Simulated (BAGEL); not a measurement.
# One shape, several levels: doublet C2H6OSi+

We compute a comparison of 5 runs (UHF/STO-3G, UHF/3-21G, ROHF/6-31G*, ROHF/cc-pVDZ, UHF/cc-pVDZ) of doublet C2H6OSi+. 

The results are computed with BAGEL 1.2.2.

1 further run of the same task is left out (set aside as unsound or not needed). Runs told in other sessions of the task aren't counted.

### Step 1. Starting point

C2H6OSi+: 10 atoms, total charge +1, spin state doublet. SMILES of the parent species: `CO[Si]C`. Geometry: relaxed at PBE0-D4/def2-TZVP. This is one conformer, not always the lowest. That shape belongs to the parent species and isn't relaxed for this state.

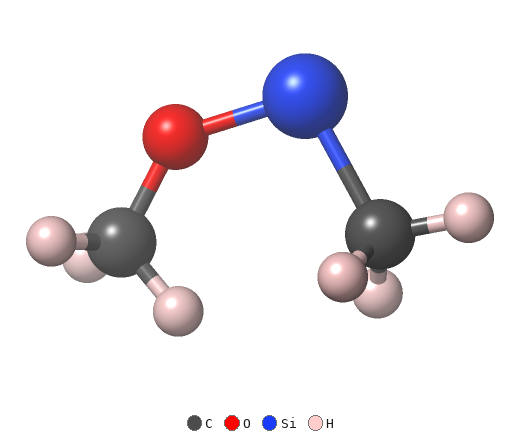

The structure, seen from a chosen angle (carbon dark grey, oxygen red, silicon blue, hydrogen pink).

### Step 2. The energy at UHF/STO-3G (density fitting with qzvpp-jkfit) (run 1)

The input, calc.json:

```json
{ "bagel": [

{
  "title": "molecule",
  "basis": "sto-3g",
  "df_basis": "qzvpp-jkfit",
  "angstrom": true,
  "geometry": [
    { "atom": "C", "xyz": [   -0.453800,    1.262700,   -0.782500 ] },
    { "atom": "O", "xyz": [    0.892900,    1.066700,   -0.423500 ] },
    { "atom": "Si", "xyz": [    1.695100,   -0.124400,    0.380400 ] },
    { "atom": "C", "xyz": [    0.308400,   -1.365000,    0.803300 ] },
    { "atom": "H", "xyz": [   -0.527200,    1.344800,   -1.869800 ] },
    { "atom": "H", "xyz": [   -1.097200,    0.445700,   -0.445300 ] },
    { "atom": "H", "xyz": [   -0.809600,    2.197600,   -0.342400 ] },
    { "atom": "H", "xyz": [   -0.184400,   -1.751200,   -0.097200 ] },
    { "atom": "H", "xyz": [   -0.467600,   -0.912400,    1.432500 ] },
    { "atom": "H", "xyz": [    0.726300,   -2.215800,    1.347400 ] }
  ]
},
{
  "title": "uhf",
  "charge": 1,
  "nopen": 1
},
{
  "title": "print",
  "file": "orbitals.molden",
  "orbitals": true
}

]}
```

Command:

```console
$ BAGEL_NUM_THREADS=1 BAGEL calc.json > calc.out
```

Output:

```text
* using 1 threads per process

  ===============================================================
  ===============================================================

  *** Geometry ***

  { "atom" : "C", "xyz" : [     -0.857558,      2.386157,     -1.478711 ] },
  { "atom" : "O", "xyz" : [      1.687336,      2.015771,     -0.800299 ] },
  { "atom" : "Si", "xyz" : [      3.203275,     -0.235082,      0.718852 ] },
  { "atom" : "C", "xyz" : [      0.582792,     -2.579476,      1.518017 ] },
  { "atom" : "H", "xyz" : [     -0.996264,      2.541304,     -3.533410 ] },
  { "atom" : "H", "xyz" : [     -2.073408,      0.842251,     -0.841495 ] },
  { "atom" : "H", "xyz" : [     -1.529922,      4.152862,     -0.647042 ] },
  { "atom" : "H", "xyz" : [     -0.348465,     -3.309288,     -0.183681 ] },
  { "atom" : "H", "xyz" : [     -0.883636,     -1.724186,      2.707033 ] },
  { "atom" : "H", "xyz" : [      1.372508,     -4.187255,      2.546217 ] },

  Number of auxiliary basis functions:      463

  Since a DF basis is specified, we compute 2- and 3-index integrals:
    o Being stored without compression. Storage requirement is 0.003 GB

  Number of basis functions:       30
  Number of electrons      :       40

    * METHOD: MOLECULE                             0.16

  *** Open-shell HF ***

  === Nuclear Repulsion ===
   160.1687469878

      * DIIS with orbital gradients will be used.

  === UHF iteration (sto-3g) ===
      0       -437.45363464          0.03072764           0.03
      1       -437.52257307          0.01655976           0.03
      2       -437.53655814          0.00843175           0.03
      3       -437.54149949          0.00105566           0.03
      4       -437.54207287          0.00044394           0.03
      5       -437.54227243          0.00024864           0.03
      6       -437.54244057          0.00011287           0.03
      7       -437.54250162          0.00007812           0.03
      8       -437.54255469          0.00005271           0.03
      9       -437.54258005          0.00004127           0.03
     10       -437.54259205          0.00002326           0.03
     11       -437.54259229          0.00001645           0.03
     12       -437.54259233          0.00000516           0.03
     13       -437.54259225          0.00000873           0.03
     14       -437.54259260          0.00000192           0.03
     15       -437.54259272          0.00000050           0.03
     16       -437.54259272          0.00000019           0.03
     17       -437.54259273          0.00000009           0.03
     18       -437.54259273          0.00000003           0.03
     19       -437.54259273          0.00000001           0.03
    * SCF iteration converged.

    * S^2 (UHF) is 0.7911

    * Permanent dipole moment:
           (   -0.885435,     0.662152,    -0.528763) a.u.

    * METHOD: UHF                                  0.71

    * METHOD: PRINT                                0.00

  ===============================================================
```

Wall time 1 s (1 thread of Arm Neoverse V1, shared host).

### Step 3. The energy at UHF/3-21G (density fitting with qzvpp-jkfit) (run 2)

The input, hf.json:

```json
{ "bagel": [

{
  "title": "molecule",
  "basis": "3-21g",
  "df_basis": "qzvpp-jkfit",
  "angstrom": true,
  "geometry": [
    { "atom": "C", "xyz": [   -0.453800,    1.262700,   -0.782500 ] },
    { "atom": "O", "xyz": [    0.892900,    1.066700,   -0.423500 ] },
    { "atom": "Si", "xyz": [    1.695100,   -0.124400,    0.380400 ] },
    { "atom": "C", "xyz": [    0.308400,   -1.365000,    0.803300 ] },
    { "atom": "H", "xyz": [   -0.527200,    1.344800,   -1.869800 ] },
    { "atom": "H", "xyz": [   -1.097200,    0.445700,   -0.445300 ] },
    { "atom": "H", "xyz": [   -0.809600,    2.197600,   -0.342400 ] },
    { "atom": "H", "xyz": [   -0.184400,   -1.751200,   -0.097200 ] },
    { "atom": "H", "xyz": [   -0.467600,   -0.912400,    1.432500 ] },
    { "atom": "H", "xyz": [    0.726300,   -2.215800,    1.347400 ] }
  ]
},
{ "title": "uhf", "charge": 1, "nopen": 1 },
{ "title": "print", "file": "orbitals.molden", "orbitals": true }

]}
```

Command:

```console
$ BAGEL_NUM_THREADS=1 BAGEL hf.json > hf.out
```

Output:

```text
* using 1 threads per process

  ===============================================================
  ===============================================================

  *** Geometry ***

  { "atom" : "C", "xyz" : [     -0.857558,      2.386157,     -1.478711 ] },
  { "atom" : "O", "xyz" : [      1.687336,      2.015771,     -0.800299 ] },
  { "atom" : "Si", "xyz" : [      3.203275,     -0.235082,      0.718852 ] },
  { "atom" : "C", "xyz" : [      0.582792,     -2.579476,      1.518017 ] },
  { "atom" : "H", "xyz" : [     -0.996264,      2.541304,     -3.533410 ] },
  { "atom" : "H", "xyz" : [     -2.073408,      0.842251,     -0.841495 ] },
  { "atom" : "H", "xyz" : [     -1.529922,      4.152862,     -0.647042 ] },
  { "atom" : "H", "xyz" : [     -0.348465,     -3.309288,     -0.183681 ] },
  { "atom" : "H", "xyz" : [     -0.883636,     -1.724186,      2.707033 ] },
  { "atom" : "H", "xyz" : [      1.372508,     -4.187255,      2.546217 ] },

  Number of auxiliary basis functions:      463

  Since a DF basis is specified, we compute 2- and 3-index integrals:
    o Being stored without compression. Storage requirement is 0.010 GB

  Number of basis functions:       52
  Number of electrons      :       40

    * METHOD: MOLECULE                             0.16

  *** Open-shell HF ***

  === Nuclear Repulsion ===
   160.1687469878

      * DIIS with orbital gradients will be used.

  === UHF iteration (3-21g) ===
      0       -440.24231545          0.04184421           0.06
      1       -440.33355850          0.02955290           0.06
      2       -440.35557687          0.02118884           0.06
      3       -440.37562150          0.00125614           0.06
      4       -440.37599586          0.00049094           0.06
      5       -440.37606916          0.00018764           0.06
      6       -440.37610269          0.00008325           0.06
      7       -440.37611745          0.00004181           0.06
      8       -440.37612247          0.00001873           0.06
      9       -440.37612469          0.00000790           0.06
     10       -440.37612523          0.00000369           0.06
     11       -440.37612547          0.00000239           0.06
     12       -440.37612554          0.00000130           0.06
     13       -440.37612557          0.00000065           0.06
     14       -440.37612557          0.00000036           0.06
     15       -440.37612557          0.00000016           0.06
     16       -440.37612557          0.00000010           0.06
     17       -440.37612557          0.00000005           0.06
     18       -440.37612557          0.00000003           0.06
     19       -440.37612557          0.00000001           0.06
    * SCF iteration converged.

    * S^2 (UHF) is 0.7675

    * Permanent dipole moment:
           (   -0.507651,     0.953796,    -0.618492) a.u.

    * METHOD: UHF                                  1.28

    * METHOD: PRINT                                0.01

  ===============================================================
```

Wall time 1.6 s (1 thread of Arm Neoverse V1, shared host).

Runs 3 to 4 aren't shown in full; the table further down has their settings and results.

### Step 4. A single-point energy at UHF/cc-pVDZ (density fitting with qzvpp-jkfit) (run 5)

hf.json: that of step 3 with these lines changed.

```diff
@@ -4,3 +4,3 @@
   "title": "molecule",
-  "basis": "3-21g",
+  "basis": "cc-pvdz.json",
   "df_basis": "qzvpp-jkfit",
@@ -20,4 +20,12 @@
 },
-{ "title": "uhf", "charge": 1, "nopen": 1 },
-{ "title": "print", "file": "orbitals.molden", "orbitals": true }
+{
+  "title": "uhf",
+  "charge": 1,
+  "nopen": 1
+},
+{
+  "title": "print",
+  "file": "orbitals.molden",
+  "orbitals": true
+}
```

The basis set cc-pVDZ is read from a file made from the Basis Set Exchange's data (not shown).

Command:

```console
$ BAGEL_NUM_THREADS=1 BAGEL hf.json > hf.out
```

Output:

```text
* using 1 threads per process

  ===============================================================
  ===============================================================

  *** Geometry ***

  { "atom" : "C", "xyz" : [     -0.857558,      2.386157,     -1.478711 ] },
  { "atom" : "O", "xyz" : [      1.687336,      2.015771,     -0.800299 ] },
  { "atom" : "Si", "xyz" : [      3.203275,     -0.235082,      0.718852 ] },
  { "atom" : "C", "xyz" : [      0.582792,     -2.579476,      1.518017 ] },
  { "atom" : "H", "xyz" : [     -0.996264,      2.541304,     -3.533410 ] },
  { "atom" : "H", "xyz" : [     -2.073408,      0.842251,     -0.841495 ] },
  { "atom" : "H", "xyz" : [     -1.529922,      4.152862,     -0.647042 ] },
  { "atom" : "H", "xyz" : [     -0.348465,     -3.309288,     -0.183681 ] },
  { "atom" : "H", "xyz" : [     -0.883636,     -1.724186,      2.707033 ] },
  { "atom" : "H", "xyz" : [      1.372508,     -4.187255,      2.546217 ] },

  Number of auxiliary basis functions:      463

  Since a DF basis is specified, we compute 2- and 3-index integrals:
    o Being stored without compression. Storage requirement is 0.030 GB

  Number of basis functions:       90
  Number of electrons      :       40

    * METHOD: MOLECULE                             0.23

  *** Open-shell HF ***

  === Nuclear Repulsion ===
   160.1687469878

      * DIIS with orbital gradients will be used.

  === UHF iteration (cc-pvdz.json) ===
      0       -442.51972150          0.02729017           0.11
      1       -442.65949056          0.02186773           0.12
      2       -442.70092272          0.01430805           0.11
      3       -442.74224763          0.00169223           0.11
      4       -442.74323578          0.00057625           0.12
      5       -442.74339495          0.00016402           0.12
      6       -442.74343713          0.00007268           0.11
      7       -442.74344826          0.00003671           0.12
      8       -442.74345172          0.00001795           0.12
      9       -442.74345290          0.00000756           0.12
     10       -442.74345319          0.00000305           0.11
     11       -442.74345324          0.00000181           0.12
     12       -442.74345326          0.00000060           0.12
     13       -442.74345326          0.00000025           0.11
     14       -442.74345327          0.00000015           0.11
     15       -442.74345327          0.00000011           0.11
     16       -442.74345327          0.00000007           0.11
     17       -442.74345327          0.00000004           0.11
     18       -442.74345327          0.00000003           0.11
     19       -442.74345327          0.00000002           0.12
     20       -442.74345327          0.00000001           0.11
     21       -442.74345327          0.00000000           0.12
    * SCF iteration converged.

    * S^2 (UHF) is 0.7704

    * Permanent dipole moment:
           (   -0.507918,     0.942886,    -0.612572) a.u.

    * METHOD: UHF                                  2.68

    * METHOD: PRINT                                0.02

  ===============================================================
```

Run time: 3.3 s. Hardware: 1 thread of Arm Neoverse V1, shared host; peak memory 0.12 GiB.

### Step 5. The series

```tsv
run	level	energy (Eh)	⟨S²⟩	wall time
1	UHF/STO-3G (density fitting with qzvpp-jkfit)	-437.542593	0.791	1 s
2	UHF/3-21G (density fitting with qzvpp-jkfit)	-440.376126	0.767	1.6 s
3	ROHF/6-31G* (density fitting with qzvpp-jkfit, spherical functions)	-442.715559	0.750	2.1 s
4	ROHF/cc-pVDZ (density fitting with qzvpp-jkfit)	-442.739494	0.750	2.7 s
5	UHF/cc-pVDZ (density fitting with qzvpp-jkfit)	-442.743453	0.770	3.3 s
```

### Step 6. What came out

```
           quantity          value
run 5: total energy  -442.74345 Eh
        run 5: ⟨S²⟩          0.770
```

What this shows: In run 1 the basis is minimal, so the values are rough. All runs together took 11 s, the longest 3.3 s.
